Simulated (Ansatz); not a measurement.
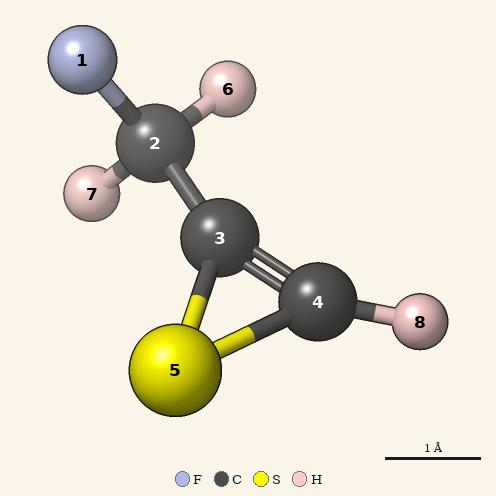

Orthographic view. Depth is shown by fading: the farther an atom, the more it takes the colour of the background. The geometry was computed by an optimisation with PBE-D4/def2-SVP. No frequency run is at hand to confirm it as a minimum.

Write a MOL file (V2000) with the atoms in numerical order, bonds sorted by atom number with the orders drawn, and coordinates in the frame of the picture: x right, y up, z towards the viewer, origin at the mean position.

```
C3H3FS
                    3D

  8  8  0  0  0  0  0  0  0  0999 V2000
   -1.3600    1.6300    0.1500 F   0  0  0  0  0  0  0  0  0  0  0  0
   -0.5900    0.7500   -0.6000 C   0  0  0  0  0  0  0  0  0  0  0  0
    0.0900   -0.2400    0.2500 C   0  0  0  0  0  0  0  0  0  0  0  0
    1.1200   -0.9200    0.6500 C   0  0  0  0  0  0  0  0  0  0  0  0
   -0.3800   -1.6400    1.4300 S   0  0  0  0  0  0  0  0  0  0  0  0
    0.1700    1.3200   -1.1700 H   0  0  0  0  0  0  0  0  0  0  0  0
   -1.2600    0.2200   -1.3100 H   0  0  0  0  0  0  0  0  0  0  0  0
    2.2000   -1.1300    0.6100 H   0  0  0  0  0  0  0  0  0  0  0  0
  1  2  1  0
  2  3  1  0
  2  6  1  0
  2  7  1  0
  3  4  2  0
  3  5  1  0
  4  5  1  0
  4  8  1  0
M  END
```
